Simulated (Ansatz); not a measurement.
Input

```
crystal:
  periodic: [false, false, false]
  atoms:
    - {symbol: F, position_ang: [1.169200, -1.134500, -0.708000]}
    - {symbol: C, position_ang: [0.202500, -0.640200, 0.025700]}
    - {symbol: F, position_ang: [-0.337500, -1.520600, 0.832300]}
    - {symbol: C, position_ang: [-0.188400, 0.618800, -0.041100]}
    - {symbol: F, position_ang: [0.351500, 1.499300, -0.847600]}
    - {symbol: F, position_ang: [-1.155200, 1.113100, 0.692600]}
basis:
  gaussian:
    orbitals: cc-pwCVTZ.json
hamiltonian:
  xc: {name: BLYP, exx: 0.2}
  pseudopotentials: {relativity: none}
output: {forces: true, orbitals: {seedname: orbitals}}
```

Command:

```sh
ansatz run molecule.yaml --threads 1 --pin off --max-ram 2610MiB --events-out events.jsonl --progress --plain --runs-dir runs
```

Geometry: PBE0-D4/def2-TZVP.

These are results of isolated molecule in a Gaussian basis; Kohn-Sham density functional theory, functional BLYP (Ansatz), not measurements.

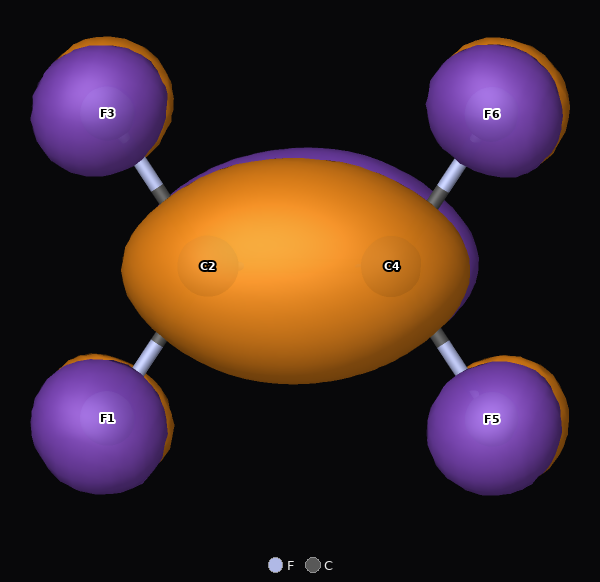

C$_{2}$F$_{4}$ (SMILES FC(F)=C(F)F). The HOMO at ±0.15 Å⁻³ᐟ² (orange and purple are the two phases), seen across its widest extent.

Describe this orbital and give its energy.

Answer. By Hirshfeld shares it lies mainly on C2 (about 30 %), C4 (about 30 %), F1 (about 10 %), F3 (about 10 %), F5 (about 10 %) and F6 (about 10 %); it changes sign across the molecular plane (π type); it is ungerade (odd under inversion); π-bonding across C2–C4; π-antibonding (a node) across F1–C2, C2–F3, C4–F5 and C4–F6. Its energy is −7.07 eV.
